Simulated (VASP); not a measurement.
Band structure of CdSe (space group P6_3mc). Computed with PBE GGA, VASP's PBE PAW potentials (set 64) (plane waves; VASP).

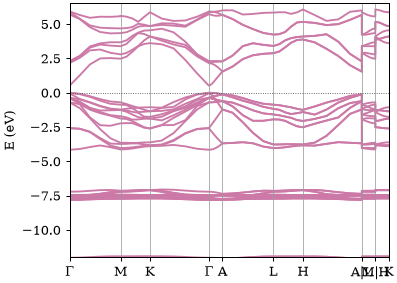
Figure: Bands along high-symmetry lines, zero at the valence-band maximum or, without a gap, the Fermi level

### Question
Read the plot: is there a gap, and where are the band edges?

### Answer
The gap is direct, 0.52 eV, from the valence maximum at Γ to the conduction minimum at Γ.

The structure was generated: CdSe was put into an ordered model structure, which need not be its known phase. The cell was not relaxed at this level. The k-mesh is coarse (spacing up to 0.44 per Å, 2π included), so the numbers may not be converged in it.
